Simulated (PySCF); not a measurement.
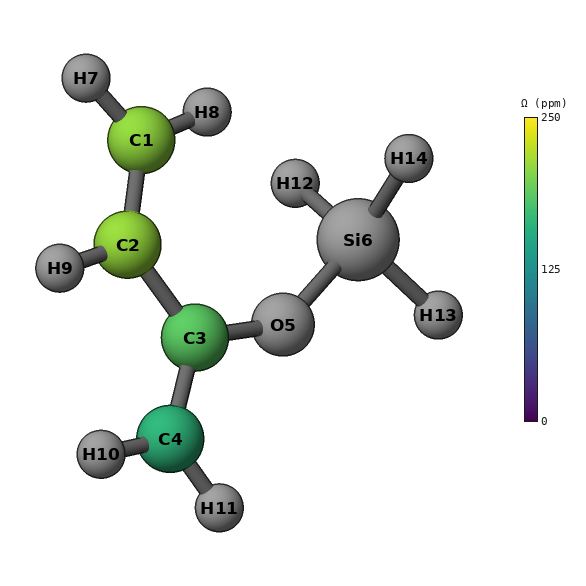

The C atoms are coloured by the span of their shielding tensor. Geometry: an end point of a reaction path computed with GFN2-xTB. Method: GIAO PBE0/pcSseg-1 NMR shielding, non-relativistic, gas phase (PySCF 2.14.0). Principal shieldings σ11 ≤ σ22 ≤ σ33, span Ω = σ33 − σ11, skew κ = 3(σiso − σ22)/Ω.

Give the shielding tensors of the C atoms.

```tsv
atom	σ11	σ22	σ33	σiso	Ω	κ
C1	−36.9	73.3	172.8	69.7	209.7	−0.05
C2	−69.8	62.6	141.2	44.7	211.1	−0.26
C3	−82.7	55.7	104.5	25.8	187.3	−0.48
C4	−15.0	98.1	149.0	77.4	164.0	−0.38
```

Shieldings and span in ppm.
